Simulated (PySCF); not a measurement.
**C₄H₁₀OSSi: electronic excitations**

What electronic excitations should C₄H₁₀OSSi (`C=C[SiH2]OCSC`) show?

The runs use PySCF 2.14.0, with density-fitted response routines of our own; the level of theory stands in each step. All values are computed, except where a source is named. Atoms count from 0, in the outputs and in this text.

## 1. The starting structure

17 atoms, charge 0, multiplicity 1; geometry from: GFN2-xTB.

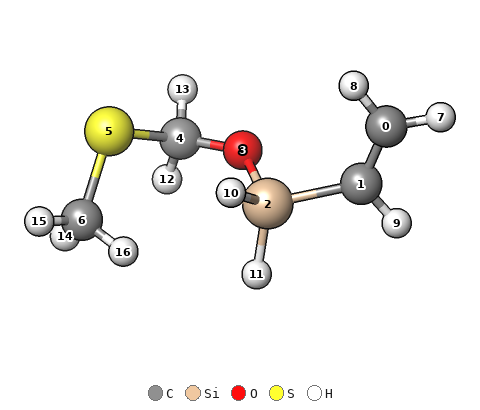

The starting geometry (carbon grey, silicon light orange, oxygen red, sulfur yellow, hydrogen white), atoms numbered.

## 2. Ultraviolet spectrum: CAM-B3LYP/def2-SVPD

The job: settings as JSON, then the geometry in Å.

```
{"job": {"kind": "uv", "xc": "CAM-B3LYP", "basis": "def2-SVPD", "nstates": 8, "ntriplets": 3}, "charge": 0, "multiplicity": 1}
C     -3.046992     0.997451     1.197235
C     -2.560422     0.717909    -0.000887
Si    -0.734382     0.541635    -0.395940
O     -0.330665    -0.826834     0.388467
C      0.850559    -1.512244     0.500896
S      2.305060    -0.485832     0.894606
C      2.880154    -0.076694    -0.779283
H     -4.105098     1.107006     1.384600
H     -2.403932     1.124730     2.052874
H     -3.254378     0.612905    -0.824988
H      0.052192     1.682177     0.081513
H     -0.514323     0.377555    -1.842154
H      1.086693    -2.050254    -0.423640
H      0.758631    -2.219547     1.329909
H      3.158928    -0.990948    -1.296223
H      3.750142     0.560250    -0.659238
H      2.100835     0.452766    -1.318735
```

Method: TDDFT CAM-B3LYP/def2-SVPD, vertical, gas phase, core orbitals frozen in the response.

The run is started by

```
> OMP_NUM_THREADS=1 python probes_run.py task.json out
```

One launch serves the whole session: the jobs run in the order shown.

Standard output:

```text
coarse grid: 14880 points
cycle   1  E = -920.6475528493  dE =  7.617e-01  |g| = 6.809e-01  |ddm| = 5.647e+00
cycle   2  E = -920.6015200571  dE =  4.603e-02  |g| = 8.798e-01  |ddm| = 1.748e+00
cycle   3  E = -920.7428514683  dE = -1.413e-01  |g| = 7.666e-02  |ddm| = 9.084e-01
cycle   4  E = -920.7439748074  dE = -1.123e-03  |g| = 3.616e-02  |ddm| = 1.610e-01
cycle   5  E = -920.7443231230  dE = -3.483e-04  |g| = 6.454e-03  |ddm| = 6.012e-02
cycle   6  E = -920.7443341001  dE = -1.098e-05  |g| = 1.829e-03  |ddm| = 1.512e-02
cycle   7  E = -920.7443351815  dE = -1.081e-06  |g| = 5.405e-04  |ddm| = 3.960e-03
final grid: 133432 points
cycle   8  E = -920.8681483821  dE = -3.051e-05  |g| = 3.354e-03  |ddm| = 6.670e-02
cycle   9  E = -920.8681489757  dE = -5.936e-07  |g| = 3.190e-03  |ddm| = 1.091e-02
cycle  10  E = -920.8681512902  dE = -2.315e-06  |g| = 3.875e-04  |ddm| = 3.995e-03
cycle  11  E = -920.8681513175  dE = -2.724e-08  |g| = 1.876e-04  |ddm| = 6.896e-04
cycle  12  E = -920.8681513252  dE = -7.715e-09  |g| = 3.683e-05  |ddm| = 3.671e-04
cycle  13  E = -920.8681513256  dE = -4.029e-10  |g| = 1.003e-05  |ddm| = 8.782e-05
converged SCF energy = -920.8681513256

Static polarisability (au): isotropic 98.552, principal 82.729 93.390 119.537

Singlet excitations
state   eV       nm        f      main configurations
  1   5.6938    217.8   0.00099   H->L+1 0.71, H->L+11 0.08
  2   6.2696    197.8   0.08329   H->L 0.50, H->L+2 0.27, H->L+4 0.09
  3   6.4975    190.8   0.00444   H-3->L 0.49, H-4->L 0.17, H-2->L 0.08
  4   6.6196    187.3   0.02336   H->L+4 0.31, H->L 0.28, H->L+2 0.14
  5   6.7238    184.4   0.02150   H->L+3 0.42, H->L+4 0.21, H->L+2 0.10
  6   6.9215    179.1   0.03550   H-1->L 0.73, H-3->L 0.12
  7   7.1732    172.8   0.23849   H-2->L 0.77
  8   7.3095    169.6   0.00818   H->L+4 0.26, H->L+3 0.26, H->L+2 0.13

Triplet excitations (Tamm-Dancoff, eV): 4.2242 5.2610 5.9544
```

Wall time 67 s (1 thread of Arm Neoverse V2, shared host); peak memory 1 GiB.

Frontier orbitals and where they lie:

| orbital | eV | atoms |
| --- | --- | --- |
| HOMO−3 | -9.93 | O3 28 %, C1 16 %, Si2 15 % |
| HOMO−2 | -9.45 | C1 23 %, C0 22 %, S5 16 % |
| HOMO−1 | -9.32 | O3 20 %, C1 18 %, C0 17 % |
| HOMO | -8.04 | S5 70 %, C6 10 %, C4 7 % |
| LUMO | 0.49 | C0 29 %, C1 27 %, Si2 18 % |
| LUMO+1 | 1.20 | S5 51 %, C6 10 %, H15 6 % |
| LUMO+2 | 1.34 | Si2 21 %, S5 19 %, C0 7 % |

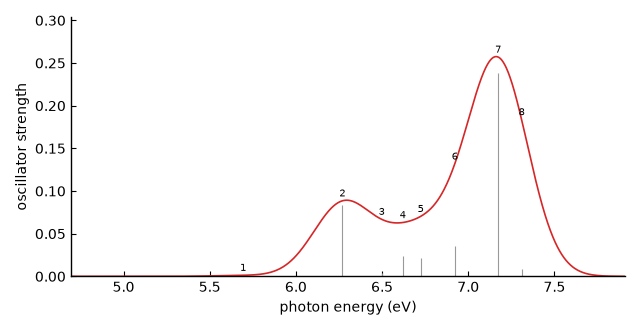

Absorption spectrum from the 8 singlet states computed; above the last one it falls off for lack of states. Lines are broadened to a width of 0.40 eV (Gaussian).

Further results of this job:

| property | computed |
| --- | --- |
| dipole moment (D) | 1.38 |
| polarisability (Å³) | 14.60 |
| HOMO–LUMO gap (eV) | 8.53 |
| −ε(HOMO) (eV) | 8.04 |

## 3. What came out

| quantity | value |
| --- | --- |
| lowest singlet (CAM-B3LYP/def2-SVPD) | 5.69 eV (218 nm), f = 0.001 |
| brightest single state of those computed | state 7, 7.17 eV, f = 0.238 |
| lowest triplet | 4.22 eV |

**Reading.** The first singlet state (HOMO→LUMO+1 0.71, HOMO→LUMO+11 0.08) lies at 5.69 eV and is dark; of the 8 states computed, the strongest absorption comes from state 7 at 7.17 eV. The lowest triplet lies 1.47 eV below the lowest singlet (triplets in Tamm-Dancoff, singlets in full TDDFT).
